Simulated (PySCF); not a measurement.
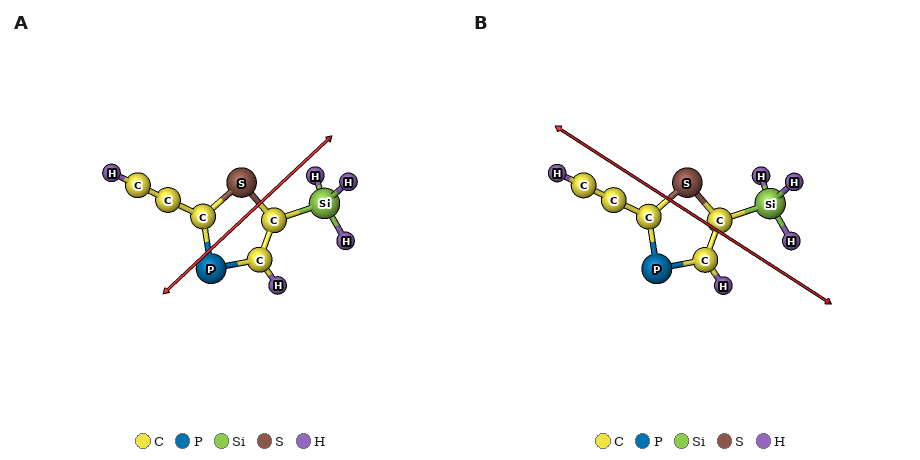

The double arrows show the directions of two transition dipoles from the ground state (lengths mean nothing). The geometry was computed by an optimisation with GFN2-xTB. No frequency run is at hand to confirm it as a minimum. Properties computed with TDDFT CAM-B3LYP/def2-SVPD, vertical, gas phase, core orbitals frozen in the response (PySCF 2.14.0).

### One belongs to singlet state 1 and one to singlet state 7. Which is which?

A: state 7, 5.90 eV (210 nm), oscillator strength 0.24, mainly HOMO → LUMO+2 (weight 0.79).
B: state 1, 4.13 eV (300 nm), oscillator strength 0.23, mainly HOMO → LUMO (weight 0.94).

The geometry is semi-empirical. Around P, Si such bond lengths and angles can be off by a tenth of an ångström or more and by several degrees, and values that hang on the shape move with them.
